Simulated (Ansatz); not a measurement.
**BFH2: density, localisation and related maps**

```xyz
4

B     0.3206    0.0000    0.1851
H     0.2749    0.0000    1.3875
H     1.3391    0.0000   -0.4556
F    -0.8346    0.0000   -0.4819
```

The calculation used RKS BLYP-D4/6-31G* (Ansatz).

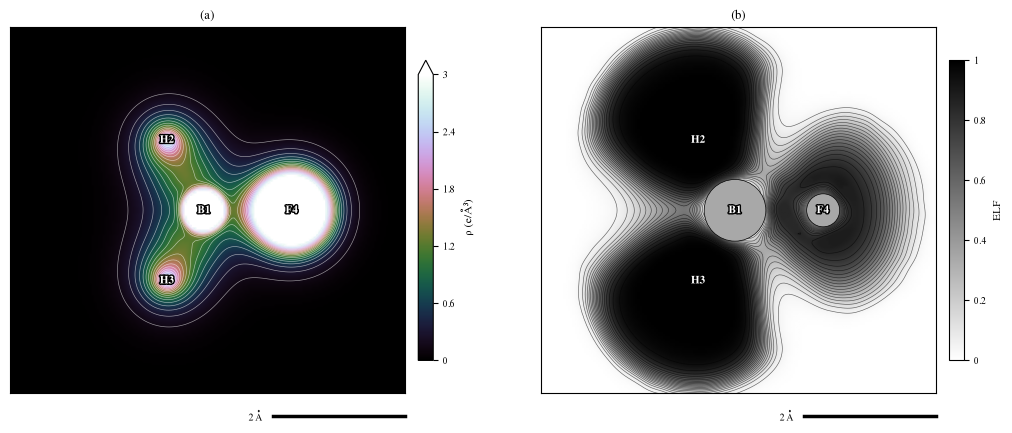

Figure 1. (a) electron density; (b) ELF on the molecular plane. Grey discs cover the atomic cores in the ELF map.

**What does the map show?**

Atoms in the plane: B, H and F.
B–F (1.33 Å): ρ is about 2.1 e/Å³ halfway; the ELF peaks at about 0.85 between the atoms (a shared but strongly polarised pair).
B–H (1.20 Å): ρ at the midpoint is about 1.3 e/Å³; the ELF climbs to about 1 towards the hydrogen, as it does in any bond to H; an ordinary covalent bond to hydrogen.
The ELF also peaks beside F4, away from the bonds: lone-pair regions.

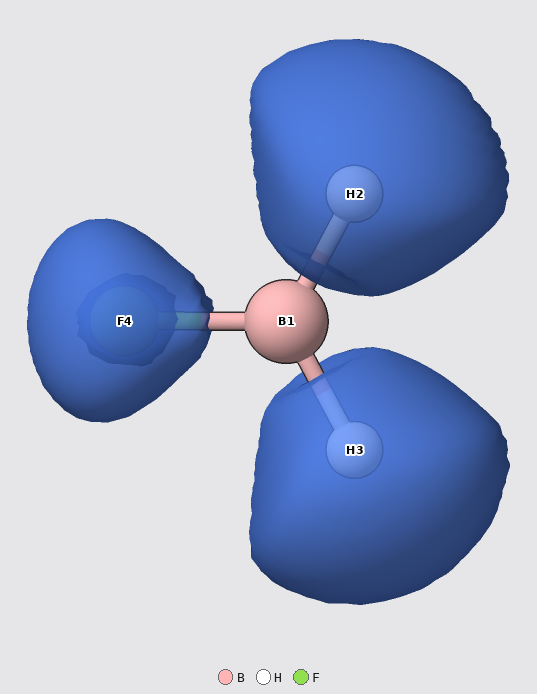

Figure 2. Isosurface of the electron localisation function at 0.75 (blue), seen across its widest extent. Only the valence region is drawn (cores and ρ < 0.01 e/Å³ removed).

**Identify the bonds, lone pairs and shells in this picture.**

The ELF exceeds this value in two regions around hydrogen nuclei and one region on F in which the atom's valence shell and bonds are merged.

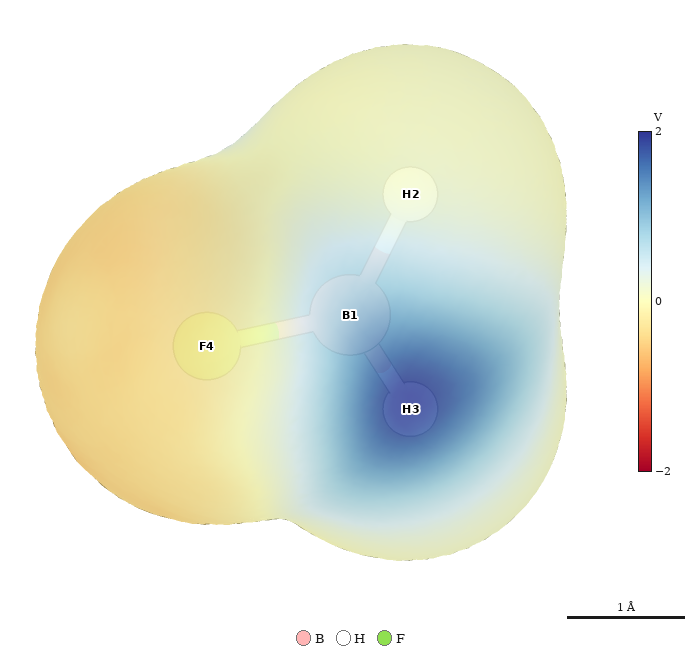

Figure 3. The molecular electrostatic potential painted on the density surface at 0.002 e/bohr³, seen at a tilt; the colour scale runs from red (negative) to blue (positive).

**Where is the surface potential most negative and most positive?**

The most negative region (about −0.5 V) lies over F4, the most positive (about +1.9 V) over B1.
